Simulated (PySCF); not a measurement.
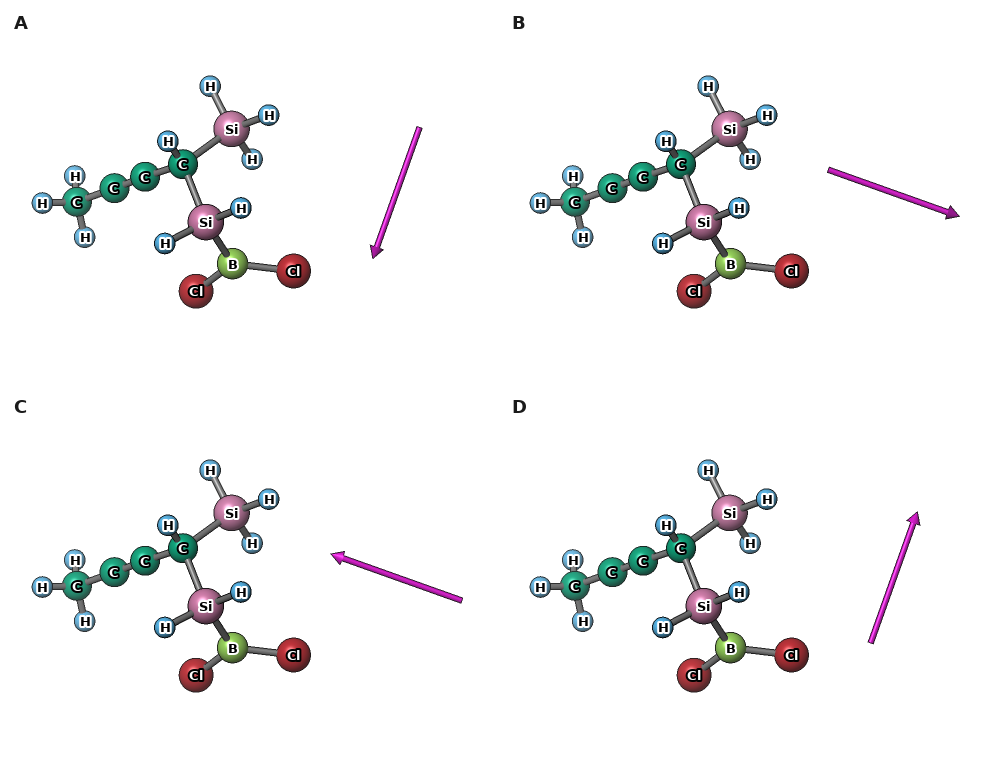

The same molecule four times, each with an arrow. The geometry was computed by an optimisation with GFN2-xTB. No frequency run is at hand to confirm it as a minimum. Properties computed with PBE0/pcSseg-1, gas phase (PySCF 2.14.0).

**Which arrow points along the dipole moment, from the negative to the positive end?**

C. The dipole moment is 0.91 D.

The geometry is semi-empirical. Around B, Si such bond lengths and angles can be off by a tenth of an ångström or more and by several degrees, and values that hang on the shape move with them.
